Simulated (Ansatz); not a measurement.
**AsGaH5N: a ladder of functionals and wavefunction methods**

Aim: compute AsGaH5N with functionals from several rungs and with coupled cluster. The yardstick is the atomisation energy at the CCSD(T) limit.

The runs use Ansatz 0.2.0, Gaussian basis; functionals in def2-TZVPP, the program's frozen cores in correlated methods.

Levels to be run: LDA (SPW92), PBE-D4, revPBE-D4, BLYP-D4, r2SCAN-D4, B97M-V, PBE0-D4, B3LYP-D4, r2SCANh-D4, r2SCAN0-D4, HSE06-D4, BHLYP-D4, CAM-B3LYP-D4, LC-ωPBE, ωB97X-V, ωB97M-V, B2PLYP, PBE-QIDH; CCSD(T)/def2-SVP; CCSD(T)/def2-TZVPP; MP2/def2-QZVPP; extrapolation to the limit; RPA on PBE.

### Step 1. The relaxed structure

An earlier PBE0-D4 in a triple-zeta def2 set relaxation fixed the geometry.

SMILES `N[AsH][GaH2]`, 8 atoms, charge 0, spin multiplicity 1.

Atoms are counted from 1 here; the program's logs count them from 0.

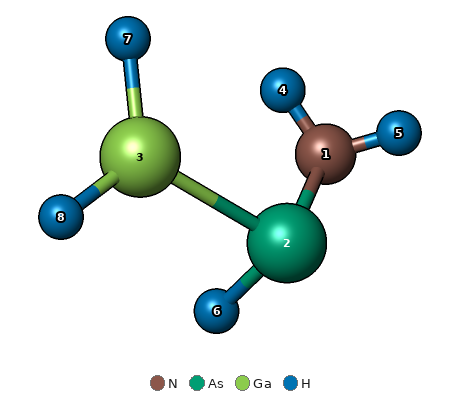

The structure; nitrogen brown, arsenic teal, gallium green, hydrogen blue; atoms are numbered from 1 in the order of the file.

### Step 2. LDA

This LDA is Slater exchange with PW92 correlation.

in.yaml

```yaml
crystal:
  periodic: [false, false, false]
  atoms:
    - {symbol: N, position_ang: [-0.403315, 1.508045, -0.762341]}
    - {symbol: As, position_ang: [-1.237525, 0.095686, 0.135621]}
    - {symbol: Ga, position_ang: [0.608429, -1.420875, 0.495852]}
    - {symbol: H, position_ang: [0.579343, 1.357923, -0.947372]}
    - {symbol: H, position_ang: [-0.870204, 1.657014, -1.646894]}
    - {symbol: H, position_ang: [-1.070201, 0.637589, 1.556719]}
    - {symbol: H, position_ang: [1.881879, -1.294909, -0.424528]}
    - {symbol: H, position_ang: [0.511594, -2.540473, 1.592954]}
basis:
  gaussian: {orbitals: def2-TZVPP}
hamiltonian: {xc: lda}
output: {orbitals: {seedname: orbitals}}
```

Started as:

```bash
$ ansatz run in.yaml --threads 4 --pin off --events-out ev --progress --plain --max-ram 10444MiB
```

What it wrote:

```text
Functional definition: SPW92
  name "SPW92"
  cite "Dirac, Proc. Camb. Phil. Soc. 26, 376 (1930) doi:10.1017/S0305004100016108"
  cite "Slater, Phys. Rev. 81, 385 (1951) doi:10.1103/PhysRev.81.385"
  cite "Perdew & Wang, Phys. Rev. B 45, 13244 (1992) doi:10.1103/PhysRevB.45.13244"
  exchange = slater_x
  correlation = pw_c
1191 factors; their error is unknown
mean field evaluation 1: about -114595.3881 eV, gradient 8.2e1 eV
mean field evaluation 2: about -114507.7421 eV, gradient 1.7e2 eV
mean field evaluation 4: about -114605.8885 eV, gradient 1.4e1 eV
mean field evaluation 8: about -114606.2821 eV, gradient 2.9e-1 eV
mean field evaluation 16: about -114606.2614 eV, gradient 2.2e-4 eV
mean field -114606.26141862 eV, -4211.7024242202 hartree, gradient 5.4e-5 eV, S^2 0.000000; 0 other end points of the search recorded, 0 dependent functions left out
reference -114606.26145756 eV, -4211.7024256511 hartree; 38, 38 occupied and 159, 159 virtual orbitals, 1191 factors
Total energy: -114606.26145756 eV, -4211.7024256511 hartree
```

Run time: 0.95 s. Hardware: 4 threads of Arm Neoverse V1, shared host.

Atomisation energy: 571.1 kcal/mol (free atoms -114581.495 eV, run apart). HOMO -5.88 eV, LUMO -2.84 eV.

### Step 3. PBE-D4 (GGA)

Changes to in.yaml since step 2:

```diff
@@ -13,3 +13,3 @@
   gaussian: {orbitals: def2-TZVPP}
-hamiltonian: {xc: lda}
-output: {orbitals: {seedname: orbitals}}
+hamiltonian: {xc: pbe, dispersion: d4}
+output: {forces: true, orbitals: {seedname: orbitals}}
```

The command is unchanged.

What it wrote, cut to the lines that bear on the results:

```text
Functional definition: PBE
  name "PBE"
  cite "Perdew, Burke & Ernzerhof, Phys. Rev. Lett. 77, 3865 (1996) doi:10.1103/PhysRevLett.77.3865"
  parent pbe
[...]
1191 factors; their error is unknown
[...]
mean field -114772.24586219 eV, -4217.8022400130 hartree, gradient 4.1e-5 eV, S^2 0.000000; 0 other end points of the search recorded, 0 dependent functions left out
[...]
reference -114772.24590342 eV, -4217.8022415283 hartree; 38, 38 occupied and 159, 159 virtual orbitals, 1191 factors
Total energy: -114772.41439782 eV, -4217.8084335832 hartree
Atom 0 at    -0.403315     1.508045    -0.762341 Å, force    -0.001359     0.374888     0.186461 eV/Å
Atom 1 at    -1.237525     0.095686     0.135621 Å, force    -0.323896    -0.333964    -0.076131 eV/Å
Atom 2 at     0.608429    -1.420875     0.495852 Å, force     0.012291    -0.003148     0.045030 eV/Å
Atom 3 at     0.579343     1.357923    -0.947372 Å, force     0.336378    -0.062412    -0.075890 eV/Å
Atom 4 at    -0.870204     1.657014    -1.646894 Å, force    -0.150094     0.032446    -0.309616 eV/Å
Atom 5 at    -1.070201     0.637589     1.556719 Å, force     0.048477     0.069877     0.228410 eV/Å
Atom 6 at     1.881879    -1.294909    -0.424528 Å, force     0.077155     0.003390    -0.067299 eV/Å
Atom 7 at     0.511594    -2.540473     1.592954 Å, force     0.001047    -0.081077     0.069034 eV/Å
Dipole moment:     0.096607    -0.055691    -0.191734 e Å
```

It took 1.9 s on 4 threads of Arm Neoverse V1, shared host.

Atomisation energy: 497.5 kcal/mol (free atoms -114750.841 eV, run apart). HOMO -5.76 eV, LUMO -2.58 eV.

### Step 4. revPBE-D4 (GGA)

Changes to in.yaml since step 3:

```diff
@@ -13,3 +13,3 @@
   gaussian: {orbitals: def2-TZVPP}
-hamiltonian: {xc: pbe, dispersion: d4}
-output: {forces: true, orbitals: {seedname: orbitals}}
+hamiltonian: {xc: {name: revPBE}, dispersion: d4}
+output: {orbitals: {seedname: orbitals}}
```

Launched as before.

What it wrote:

```text
Functional definition: revPBE
  name "revPBE"
  cite "Zhang & Yang, Phys. Rev. Lett. 80, 890 (1998) doi:10.1103/PhysRevLett.80.890"
  cite "Perdew, Burke & Ernzerhof, Phys. Rev. Lett. 77, 3865 (1996) doi:10.1103/PhysRevLett.77.3865"
  parameter kappa = 1.245
  parameter beta = 0.06672455060314922
  exchange = pbe_x(kappa = kappa, mu = beta*pi^2/3)
  correlation = pbe_c(beta = beta)
1191 factors; their error is unknown
mean field evaluation 1: about -114772.1956 eV, gradient 7.6e1 eV
mean field evaluation 2: about -114689.3656 eV, gradient 1.6e2 eV
mean field evaluation 4: about -114781.8407 eV, gradient 1.4e1 eV
mean field evaluation 8: about -114782.2474 eV, gradient 2.4e-1 eV
mean field evaluation 16: about -114782.2264 eV, gradient 2.0e-4 eV
mean field -114782.22636093 eV, -4218.1690165767 hartree, gradient 4.7e-5 eV, S^2 0.000000; 0 other end points of the search recorded, 0 dependent functions left out
reference -114782.22641218 eV, -4218.1690184601 hartree; 38, 38 occupied and 159, 159 virtual orbitals, 1191 factors
Total energy: -114782.67695375 eV, -4218.1855755576 hartree
```

Wall time 1.6 s (4 threads of Arm Neoverse V1, shared host).

With the free atoms at this level, -114761.643 eV in sum, the atomisation energy is 485.0 kcal/mol. HOMO -5.71 eV, LUMO -2.47 eV.

### Step 5. BLYP-D4 (GGA)

Changes to in.yaml since step 4:

```diff
@@ -13,3 +13,3 @@
   gaussian: {orbitals: def2-TZVPP}
-hamiltonian: {xc: {name: revPBE}, dispersion: d4}
+hamiltonian: {xc: {name: BLYP}, dispersion: d4}
 output: {orbitals: {seedname: orbitals}}
```

The command is unchanged.

What it wrote:

```text
Functional definition: BLYP
  name "BLYP"
  cite "Becke, Phys. Rev. A 38, 3098 (1988) doi:10.1103/PhysRevA.38.3098"
  cite "Lee, Yang & Parr, Phys. Rev. B 37, 785 (1988) doi:10.1103/PhysRevB.37.785"
  parameter beta = 0.0042
  parameter a = 0.04918
  parameter b = 0.132
  parameter c = 0.2533
  parameter d = 0.349
  exchange = b88_x(beta = beta)
  correlation = lyp_c(a = a, b = b, c = c, d = d)
1191 factors; their error is unknown
mean field evaluation 1: about -114782.1796 eV, gradient 8.3e1 eV
mean field evaluation 2: about -114692.4912 eV, gradient 1.7e2 eV
mean field evaluation 4: about -114793.3539 eV, gradient 1.5e1 eV
mean field evaluation 8: about -114793.8513 eV, gradient 3.0e-1 eV
mean field evaluation 16: about -114793.8301 eV, gradient 2.0e-4 eV
mean field -114793.83010859 eV, -4218.5954464382 hartree, gradient 6.8e-5 eV, S^2 0.000000; 0 other end points of the search recorded, 0 dependent functions left out
reference -114793.83046197 eV, -4218.5954594244 hartree; 38, 38 occupied and 159, 159 virtual orbitals, 1191 factors
Total energy: -114794.19423292 eV, -4218.6088277604 hartree
```

Wall time 1.6 s (4 threads of Arm Neoverse V1, shared host).

Atomisation energy: 494.5 kcal/mol (free atoms -114772.751 eV, run apart). HOMO -5.62 eV, LUMO -2.52 eV.

### Step 6. r2SCAN-D4 (meta-GGA)

Changes to in.yaml since step 5:

```diff
@@ -13,3 +13,3 @@
   gaussian: {orbitals: def2-TZVPP}
-hamiltonian: {xc: {name: BLYP}, dispersion: d4}
-output: {orbitals: {seedname: orbitals}}
+hamiltonian: {xc: r2scan, dispersion: d4}
+output: {forces: true, orbitals: {seedname: orbitals}}
```

The command is unchanged.

What it wrote, cut to the lines that bear on the results:

```text
Functional definition: r2SCAN
  name "r2SCAN"
  cite "Furness, Kaplan, Ning, Perdew & Sun, J. Phys. Chem. Lett. 11, 8208 (2020) doi:10.1021/acs.jpclett.0c02405"
  cite "Furness, Kaplan, Ning, Perdew & Sun, J. Phys. Chem. Lett. 11, 9248 (2020) doi:10.1021/acs.jpclett.0c03077"
  parent r2scan
[...]
1191 factors; their error is unknown
[...]
mean field -114789.90406651 eV, -4218.4511670525 hartree, gradient 4.4e-5 eV, S^2 0.000000; 0 other end points of the search recorded, 0 dependent functions left out
[...]
reference -114789.90407859 eV, -4218.4511674966 hartree; 38, 38 occupied and 159, 159 virtual orbitals, 1191 factors
Total energy: -114789.94176776 eV, -4218.4525525480 hartree
Atom 0 at    -0.403315     1.508045    -0.762341 Å, force     0.029756     0.178887     0.007562 eV/Å
Atom 1 at    -1.237525     0.095686     0.135621 Å, force     0.000684    -0.160190     0.052168 eV/Å
Atom 2 at     0.608429    -1.420875     0.495852 Å, force     0.017189    -0.018117     0.027290 eV/Å
Atom 3 at     0.579343     1.357923    -0.947372 Å, force     0.012094    -0.029733    -0.027706 eV/Å
Atom 4 at    -0.870204     1.657014    -1.646894 Å, force     0.007715    -0.023644    -0.031738 eV/Å
Atom 5 at    -1.070201     0.637589     1.556719 Å, force     0.014177    -0.012687    -0.007974 eV/Å
Atom 6 at     1.881879    -1.294909    -0.424528 Å, force    -0.095340    -0.013239     0.063568 eV/Å
Atom 7 at     0.511594    -2.540473     1.592954 Å, force     0.013723     0.078723    -0.083170 eV/Å
Dipole moment:     0.121463    -0.068116    -0.186451 e Å
```

Run time: 3.9 s. Hardware: 4 threads of Arm Neoverse V1, shared host.

Atomisation energy: 491.3 kcal/mol (free atoms -114768.639 eV, run apart). HOMO -6.03 eV, LUMO -2.36 eV.

### Step 7. B97M-V (meta-GGA)

Changes to in.yaml since step 6:

```diff
@@ -13,3 +13,3 @@
   gaussian: {orbitals: def2-TZVPP}
-hamiltonian: {xc: r2scan, dispersion: d4}
-output: {forces: true, orbitals: {seedname: orbitals}}
+hamiltonian: {xc: {name: B97M-V}}
+output: {orbitals: {seedname: orbitals}}
```

Launched as before.

What it wrote, cut to the lines that bear on the results:

```text
Functional definition: B97M-V
  name "B97M-V"
  cite "Mardirossian & Head-Gordon, J. Chem. Phys. 142, 074111 (2015) doi:10.1063/1.4907719"
  cite "Becke, J. Chem. Phys. 107, 8554 (1997) doi:10.1063/1.475007"
  cite "Vydrov & Van Voorhis, J. Chem. Phys. 133, 244103 (2010) doi:10.1063/1.3521275"
  # Of w^i u^j: cxij and so on, Table III.
[...]
  gx(w, u) = cx00 + cx01*u + cx02*u^2 + (cx10 + cx11*u)*w
  gss(w, u) = css00 + css02*u^2 + css10*w + (css32*w^3 + css42*w^4)*u^2
  gos(w, u) = cos00 + cos01*u + cos03*u^3 + cos10*w + cos32*w^3*u^2
[...]
      + integral(e_c_pw_mod_opposite_spin*gos(b97_w_opposite, b97_u_opposite)) + vv10(b, c)
1191 factors; their error is unknown
[...]
mean field -114769.85670793 eV, -4217.7144402133 hartree, gradient 2.9e-5 eV, S^2 0.000000; 0 other end points of the search recorded, 0 dependent functions left out
reference -114769.85676784 eV, -4217.7144424152 hartree; 38, 38 occupied and 159, 159 virtual orbitals, 1191 factors
Total energy: -114769.85676784 eV, -4217.7144424152 hartree
```

It took 7.5 s on 4 threads of Arm Neoverse V1, shared host.

With the free atoms at this level, -114748.287 eV in sum, the atomisation energy is 497.4 kcal/mol. HOMO -6.10 eV, LUMO -2.55 eV.

### Step 8. PBE0-D4 (hybrid)

Changes to in.yaml since step 7:

```diff
@@ -13,3 +13,3 @@
   gaussian: {orbitals: def2-TZVPP}
-hamiltonian: {xc: {name: B97M-V}}
+hamiltonian: {xc: pbe0, dispersion: d4}
 output: {orbitals: {seedname: orbitals}}
```

Its log isn't repeated here (it stands with the study of this molecule's fields); it ends on a total energy of -114775.356698 eV.

With the free atoms at this level, -114754.229 eV in sum, the atomisation energy is 487.2 kcal/mol. HOMO -6.84 eV, LUMO -1.83 eV.

### Step 9. B3LYP-D4 (hybrid)

B3LYP here takes the VWN-RPA correlation.

Changes to in.yaml since step 8:

```diff
@@ -13,3 +13,3 @@
   gaussian: {orbitals: def2-TZVPP}
-hamiltonian: {xc: pbe0, dispersion: d4}
-output: {orbitals: {seedname: orbitals}}
+hamiltonian: {xc: {name: B3LYP}, dispersion: d4}
+output: {forces: true, orbitals: {seedname: orbitals}}
```

Same command.

What it wrote, cut to the lines that bear on the results:

```text
Functional definition: B3LYP
  name "B3LYP"
  cite "Stephens, Devlin, Chabalowski & Frisch, J. Phys. Chem. 98, 11623 (1994) doi:10.1021/j100096a001"
  cite "Becke, Phys. Rev. A 38, 3098 (1988) doi:10.1103/PhysRevA.38.3098"
  cite "Lee, Yang & Parr, Phys. Rev. B 37, 785 (1988) doi:10.1103/PhysRevB.37.785"
  cite "Vosko, Wilk & Nusair, Can. J. Phys. 58, 1200 (1980) doi:10.1139/p80-159"
[...]
1269 factors; their error is unknown
[...]
mean field -114794.01817418 eV, -4218.6023577210 hartree, gradient 2.7e-5 eV, S^2 0.000000; 0 other end points of the search recorded, 0 dependent functions left out
[...]
reference -114794.01843829 eV, -4218.6023674267 hartree; 38, 38 occupied and 159, 159 virtual orbitals, 1269 factors
Total energy: -114794.29469908 eV, -4218.6125198237 hartree
Atom 0 at    -0.403315     1.508045    -0.762341 Å, force     0.129055     0.189121    -0.157965 eV/Å
Atom 1 at    -1.237525     0.095686     0.135621 Å, force    -0.296596    -0.144508     0.109444 eV/Å
Atom 2 at     0.608429    -1.420875     0.495852 Å, force     0.125438    -0.098971     0.033717 eV/Å
Atom 3 at     0.579343     1.357923    -0.947372 Å, force    -0.000246     0.035811    -0.020449 eV/Å
Atom 4 at    -0.870204     1.657014    -1.646894 Å, force     0.026828     0.024931    -0.006796 eV/Å
Atom 5 at    -1.070201     0.637589     1.556719 Å, force     0.002872     0.012001     0.044021 eV/Å
Atom 6 at     1.881879    -1.294909    -0.424528 Å, force     0.002311    -0.010537     0.003552 eV/Å
Atom 7 at     0.511594    -2.540473     1.592954 Å, force     0.010339    -0.007848    -0.005525 eV/Å
Dipole moment:     0.100667    -0.091775    -0.186642 e Å
```

Run time: 3.7 s. Hardware: 4 threads of Arm Neoverse V1, shared host; peak memory 0.57 GiB.

With the free atoms at this level, -114772.854 eV in sum, the atomisation energy is 494.4 kcal/mol. HOMO -6.64 eV, LUMO -2.08 eV.

### Step 10. r2SCANh-D4 (hybrid)

Changes to in.yaml since step 9:

```diff
@@ -13,3 +13,3 @@
   gaussian: {orbitals: def2-TZVPP}
-hamiltonian: {xc: {name: B3LYP}, dispersion: d4}
-output: {forces: true, orbitals: {seedname: orbitals}}
+hamiltonian: {xc: {name: r2SCANh}, dispersion: d4}
+output: {orbitals: {seedname: orbitals}}
```

Launched as before.

What it wrote, cut to the lines that bear on the results:

```text
Functional definition: r2SCANh
  name "r2SCANh"
  cite "Bursch, Neugebauer, Ehlert & Grimme, J. Chem. Phys. 156, 134105 (2022) doi:10.1063/5.0086040"
  cite "Furness, Kaplan, Ning, Perdew & Sun, J. Phys. Chem. Lett. 11, 8208 (2020) doi:10.1021/acs.jpclett.0c02405"
  cite "Furness, Kaplan, Ning, Perdew & Sun, J. Phys. Chem. Lett. 11, 9248 (2020) doi:10.1021/acs.jpclett.0c03077"
  parent r2scan
[...]
1226 factors; their error is unknown
[...]
mean field -114789.35809936 eV, -4218.4311031300 hartree, gradient 2.8e-5 eV, S^2 0.000000; 0 other end points of the search recorded, 0 dependent functions left out
reference -114789.35811046 eV, -4218.4311035380 hartree; 38, 38 occupied and 159, 159 virtual orbitals, 1226 factors
Total energy: -114789.39926973 eV, -4218.4326161131 hartree
```

It took 4.3 s on 4 threads of Arm Neoverse V1, shared host; peak memory 0.58 GiB.

Atomisation energy: 487.3 kcal/mol (free atoms -114768.266 eV, run apart). HOMO -6.43 eV, LUMO -2.09 eV.

### Step 11. r2SCAN0-D4 (hybrid)

Changes to in.yaml since step 10:

```diff
@@ -13,3 +13,3 @@
   gaussian: {orbitals: def2-TZVPP}
-hamiltonian: {xc: {name: r2SCANh}, dispersion: d4}
+hamiltonian: {xc: {name: r2SCAN0}, dispersion: d4}
 output: {orbitals: {seedname: orbitals}}
```

Same command.

What it wrote, cut to the lines that bear on the results:

```text
Functional definition: r2SCAN0
  name "r2SCAN0"
  cite "Bursch, Neugebauer, Ehlert & Grimme, J. Chem. Phys. 156, 134105 (2022) doi:10.1063/5.0086040"
  cite "Furness, Kaplan, Ning, Perdew & Sun, J. Phys. Chem. Lett. 11, 8208 (2020) doi:10.1021/acs.jpclett.0c02405"
  cite "Furness, Kaplan, Ning, Perdew & Sun, J. Phys. Chem. Lett. 11, 9248 (2020) doi:10.1021/acs.jpclett.0c03077"
  parent r2scan
[...]
1286 factors; their error is unknown
[...]
mean field -114788.58570304 eV, -4218.4027180886 hartree, gradient 2.0e-5 eV, S^2 0.000000; 0 other end points of the search recorded, 0 dependent functions left out
reference -114788.58571267 eV, -4218.4027184426 hartree; 38, 38 occupied and 159, 159 virtual orbitals, 1286 factors
Total energy: -114788.63181462 eV, -4218.4044126582 hartree
```

Run time: 4.4 s. Hardware: 4 threads of Arm Neoverse V1, shared host; peak memory 0.59 GiB.

Atomisation energy: 481.9 kcal/mol (free atoms -114767.736 eV, run apart). HOMO -7.00 eV, LUMO -1.70 eV.

### Step 12. HSE06-D4 (hybrid)

HSE06 is the plane-wave form, built on full-range PBE exchange.

Changes to in.yaml since step 11:

```diff
@@ -13,3 +13,3 @@
   gaussian: {orbitals: def2-TZVPP}
-hamiltonian: {xc: {name: r2SCAN0}, dispersion: d4}
+hamiltonian: {xc: hse06, dispersion: d4}
 output: {orbitals: {seedname: orbitals}}
```

The command is unchanged.

What it wrote, cut to the lines that bear on the results:

```text
Functional definition: HSE06
  name "HSE06"
  cite "Heyd, Scuseria & Ernzerhof, J. Chem. Phys. 118, 8207 (2003) doi:10.1063/1.1564060"
  cite "Krukau, Vydrov, Izmaylov & Scuseria, J. Chem. Phys. 125, 224106 (2006) doi:10.1063/1.2404663"
  cite "Heyd & Scuseria, J. Chem. Phys. 120, 7274 (2004) doi:10.1063/1.1668634"
  cite "Ernzerhof & Perdew, J. Chem. Phys. 109, 3313 (1998) doi:10.1063/1.476928"
  cite "Perdew, Burke & Ernzerhof, Phys. Rev. Lett. 77, 3865 (1996) doi:10.1103/PhysRevLett.77.3865"
  parent pbe
[...]
  # The whole range is PBE's own exchange, as in plane waves. The composition of these papers is wPBEh.
[...]
1286 factors; their error is unknown
107 factors; integrals over basis functions are off by at most 4.2e-7 eV
[...]
mean field -114775.15822296 eV, -4217.9092672972 hartree, gradient 2.8e-5 eV, S^2 0.000000; 0 other end points of the search recorded, 0 dependent functions left out
reference -114775.15826425 eV, -4217.9092688147 hartree; 38, 38 occupied and 159, 159 virtual orbitals, 1286 factors
Total energy: -114775.29330115 eV, -4217.9142313293 hartree
```

Run time: 2.9 s. Hardware: 4 threads of Arm Neoverse V1, shared host; peak memory 0.6 GiB.

With the free atoms at this level, -114754.168 eV in sum, the atomisation energy is 487.2 kcal/mol. HOMO -6.45 eV, LUMO -2.19 eV.

### Step 13. BHLYP-D4 (hybrid)

Changes to in.yaml since step 12:

```diff
@@ -13,3 +13,3 @@
   gaussian: {orbitals: def2-TZVPP}
-hamiltonian: {xc: hse06, dispersion: d4}
+hamiltonian: {xc: {name: BHLYP}, dispersion: d4}
 output: {orbitals: {seedname: orbitals}}
```

Launched as before.

What it wrote:

```text
Functional definition: BHLYP
  name "BHLYP"
  cite "Becke, J. Chem. Phys. 98, 1372 (1993) doi:10.1063/1.464304"
  cite "Becke, Phys. Rev. A 38, 3098 (1988) doi:10.1103/PhysRevA.38.3098"
  cite "Lee, Yang & Parr, Phys. Rev. B 37, 785 (1988) doi:10.1103/PhysRevB.37.785"
  parameter a = 0.5
  exchange = (1 - a)*b88_x + a*exact_x
  correlation = lyp_c
1375 factors; their error is unknown
mean field evaluation 1: about -114783.8032 eV, gradient 5.0e1 eV
mean field evaluation 2: about -114780.5806 eV, gradient 6.1e1 eV
mean field evaluation 4: about -114788.2648 eV, gradient 9.8e-1 eV
mean field evaluation 8: about -114788.2634 eV, gradient 2.1e-2 eV
mean field evaluation 16: about -114789.1524 eV, gradient 7.2e-5 eV
mean field -114789.15244905 eV, -4218.4235456204 hartree, gradient 7.2e-5 eV, S^2 0.000000; 0 other end points of the search recorded, 0 dependent functions left out
reference -114789.15262832 eV, -4218.4235522085 hartree; 38, 38 occupied and 159, 159 virtual orbitals, 1375 factors
Total energy: -114789.39529694 eV, -4218.4324701158 hartree
```

Run time: 2.6 s. Hardware: 4 threads of Arm Neoverse V1, shared host; peak memory 0.59 GiB.

Atomisation energy: 478.8 kcal/mol (free atoms -114768.633 eV, run apart). HOMO -7.71 eV, LUMO -1.09 eV.

### Step 14. CAM-B3LYP-D4 (range-separated)

Changes to in.yaml since step 13:

```diff
@@ -13,3 +13,3 @@
   gaussian: {orbitals: def2-TZVPP}
-hamiltonian: {xc: {name: BHLYP}, dispersion: d4}
+hamiltonian: {xc: {name: CAM-B3LYP}, dispersion: d4}
 output: {orbitals: {seedname: orbitals}}
```

Same command.

What it wrote, cut to the lines that bear on the results:

```text
Functional definition: CAM-B3LYP
  name "CAM-B3LYP"
  cite "Yanai, Tew & Handy, Chem. Phys. Lett. 393, 51 (2004) doi:10.1016/j.cplett.2004.06.011"
  cite "Iikura, Tsuneda, Yanai & Hirao, J. Chem. Phys. 115, 3540 (2001) doi:10.1063/1.1383587"
  cite "Becke, Phys. Rev. A 38, 3098 (1988) doi:10.1103/PhysRevA.38.3098"
  cite "Lee, Yang & Parr, Phys. Rev. B 37, 785 (1988) doi:10.1103/PhysRevB.37.785"
  cite "Vosko, Wilk & Nusair, Can. J. Phys. 58, 1200 (1980) doi:10.1139/p80-159"
[...]
  # Exact exchange under (alpha + beta erf(omega r))/r, Becke's under what is left of 1/r.
[...]
1262 factors; their error is unknown
296 factors; integrals over basis functions are off by at most 9.6e-6 eV
[...]
mean field -114797.12314593 eV, -4218.7164633279 hartree, gradient 2.0e-5 eV, S^2 0.000000; 0 other end points of the search recorded, 0 dependent functions left out
reference -114797.12327493 eV, -4218.7164680688 hartree; 38, 38 occupied and 159, 159 virtual orbitals, 1262 factors
Total energy: -114797.27106916 eV, -4218.7218994066 hartree
```

It took 3.1 s on 4 threads of Arm Neoverse V1, shared host; peak memory 0.64 GiB.

With the free atoms at this level, -114775.782 eV in sum, the atomisation energy is 495.6 kcal/mol. HOMO -8.05 eV, LUMO -0.94 eV.

(Part 1 of 2 ends here.)
